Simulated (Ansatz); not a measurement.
# singlet O2F+ at 6 levels

Wanted: a comparison of 6 runs (BHLYP/STO-3G, PBE/STO-3G, r2SCAN/STO-3G, revPBE/STO-3G, BCCD(T)/STO-3G, CCSDTQ/STO-3G) of singlet O2F+. 

Program for the calculation: Ansatz 0.2.0.

46 further runs of the same task are left out: 12 that didn't finish, 34 set aside as unsound or not needed.

## (1) The structure to begin with

O2F+ has 3 atoms, charge +1, and is taken as a singlet. As SMILES of the parent species, `[O]OF`. The coordinates come from a GFN2-xTB relaxation. That shape belongs to the parent species and isn't relaxed for this state.

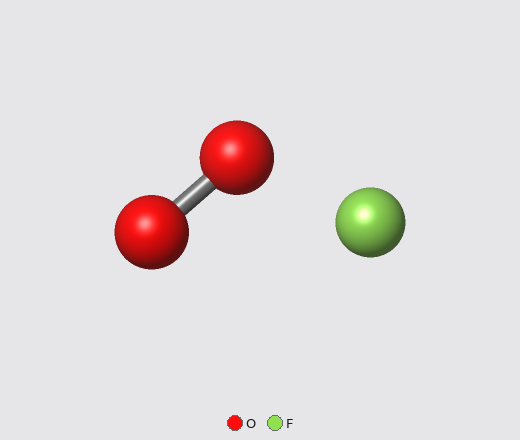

Viewed from a chosen angle; oxygen red, fluorine green.

## (2) A single-point energy at BHLYP/STO-3G (run 1)

Contents of run.yaml:

```yaml
crystal:
  periodic: [false, false, false]
  atoms:
    - {symbol: O, position_ang: [0.949760, -0.292600, 0.491570]}
    - {symbol: O, position_ang: [0.124690, 0.486900, 0.122000]}
    - {symbol: F, position_ang: [-1.074440, -0.194290, -0.613560]}
basis:
  gaussian: {orbitals: STO-3G}
accuracy: high
total_charge: 1
hamiltonian: {xc: {name: BHLYP}}
```

Started as:

```bash
ansatz run run.yaml --threads 1 --pin off --max-ram 2610MiB --events-out events.jsonl --progress --plain --runs-dir runs
```

The program printed:

```text
Warning: RAYON_NUM_THREADS=1 ignored (pool sized by the plan → 1); use --threads N
Functional definition: BHLYP
  name "BHLYP"
  parameter a = 0.5
  exchange = (1 - a)*b88_x + a*exact_x
  correlation = lyp_c
250 factors; integrals over basis functions are off by at most 3.6e-8 eV
mean field evaluation 1: about -6687.4574 eV, gradient 3.9e1 eV
mean field evaluation 2: about -6523.9462 eV, gradient 2.4e2 eV
mean field evaluation 4: about -6696.0408 eV, gradient 1.4e1 eV
mean field evaluation 8: about -6697.0485 eV, gradient 3.1e-1 eV
mean field evaluation 16: about -6697.0980 eV, gradient 6.8e-5 eV
mean field -6697.09803465 eV, -246.1138133173 hartree, gradient 7.2e-8 eV, S^2 0.000000; 0 other end points of the search recorded, 0 dependent functions left out
reference -6697.09804389 eV, -246.1138136570 hartree; 12, 12 occupied and 3, 3 virtual orbitals, 250 factors
Total energy: -6697.09804389 eV, -246.1138136570 hartree
```

Run time: 0.54 s. Hardware: 1 thread of Arm Neoverse V2, shared host.

## (3) The energy at PBE/STO-3G (run 2)

Contents of in.yaml:

```yaml
crystal:
  periodic: [false, false, false]
  atoms:
    - {symbol: O, position_ang: [0.949760, -0.292600, 0.491570]}
    - {symbol: O, position_ang: [0.124690, 0.486900, 0.122000]}
    - {symbol: F, position_ang: [-1.074440, -0.194290, -0.613560]}
basis:
  gaussian: {orbitals: STO-3G}
total_charge: 1
magnetization: {spin_polarized: false, initial_magnetization: 0}
hamiltonian: {xc: {name: PBE}}
accuracy: high
```

Started as:

```bash
ansatz run in.yaml --threads 1 --pin off --max-ram 2610MiB --events-out events.jsonl --progress --plain --runs-dir runs
```

The program printed:

```text
Warning: RAYON_NUM_THREADS=1 ignored (pool sized by the plan → 1); use --threads N
Functional definition: PBE
  name "PBE"
  parameter kappa = 0.804
  parameter beta = 0.06672455060314922
  exchange = pbe_x(kappa = kappa, mu = beta*pi^2/3)
  correlation = pbe_c(beta = beta)
250 factors; integrals over basis functions are off by at most 3.6e-8 eV
mean field evaluation 1: about -6688.4513 eV, gradient 3.9e1 eV
mean field evaluation 2: about -6388.7564 eV, gradient 1.3e2 eV
mean field evaluation 4: about -6661.6113 eV, gradient 8.8e1 eV
mean field evaluation 8: about -6695.4535 eV, gradient 4.5e-3 eV
mean field evaluation 16: about -6660.6378 eV, gradient 7.6e1 eV
mean field evaluation 32: about -6660.6378 eV, gradient 7.6e1 eV
mean field -6695.39941773 eV, -246.0513902968 hartree, gradient 4.9e-8 eV, S^2 0.000000; 3 other end points of the search recorded, 0 dependent functions left out
reference -6695.39941833 eV, -246.0513903189 hartree; 12, 12 occupied and 3, 3 virtual orbitals, 250 factors
Total energy: -6695.39941833 eV, -246.0513903189 hartree
```

Run time: 0.94 s. Hardware: 1 thread of Arm Neoverse V2, shared host.

Runs 3 to 5 aren't shown in full; the table further down has their settings and results.

## (4) A single-point energy at CCSDTQ/STO-3G (run 6)

Changes to in.yaml since step 3:

```diff
@@ -7,6 +7,10 @@
 basis:
-  gaussian: {orbitals: STO-3G}
+  gaussian:
+    orbitals: STO-3G
 total_charge: 1
-magnetization: {spin_polarized: false, initial_magnetization: 0}
-hamiltonian: {xc: {name: PBE}}
+correlation:
+  method: ccsdtq
+  frozen_orbitals: {F: 1, O: 1}
 accuracy: high
+scf:
+  omitted_lower_state_checks: [cluster_reference, increment]
```

Started as:

```bash
ansatz run in.yaml --threads 1 --pin off --max-ram 2610MiB --events-out events.jsonl --progress --plain --runs-dir runs
```

The program printed:

```text
Warning: RAYON_NUM_THREADS=1 ignored (pool sized by the plan → 1); use --threads N
[... 14 lines left out ...]
3 core orbitals not correlated: weight in the atoms' cores, before any rotation towards them, 1.000 or more for the frozen orbitals, at most 0.000 for the correlated occupied ones
[... 50 lines left out ...]
Total energy: -6678.75655344 eV, -245.4397763153 hartree
Checks for a lower state left out: cluster_reference, increment
```

Wall time 12 s (1 thread of Arm Neoverse V2, shared host); peak memory 0.49 GiB.

## (5) The series

```tsv
run	level	frozen core orbitals	energy (Eh)	wall time
1	BHLYP/STO-3G	–	-246.113814	0.54 s
2	PBE/STO-3G	–	-246.051390	0.94 s
3	r2SCAN/STO-3G	–	-246.195290	2.4 s
4	revPBE/STO-3G	–	-246.241844	0.94 s
5	BCCD(T)/STO-3G	3	-245.431604	0.26 s
6	CCSDTQ/STO-3G	3	-245.439776	12 s
```

## (6) Results

| quantity | value |
| --- | --- |
| run 6: total energy | -245.43978 Eh |
| run 6: correlation energy (3 core orbitals frozen) | -257.4 mEh |
| run 6: T1 diagnostic | 0.086 |

In words: Totals of different functionals can't be ranked against each other. In runs 5, 6 the log says that unrestricted orbitals would lower the reference, so the values rest on an unstable closed-shell determinant (other closed-shell runs at this shape may share the fault). In runs 1, 2, 3, 4, 5, 6 the basis is minimal, so the values are rough. All runs together took 17 s, the longest 12 s.
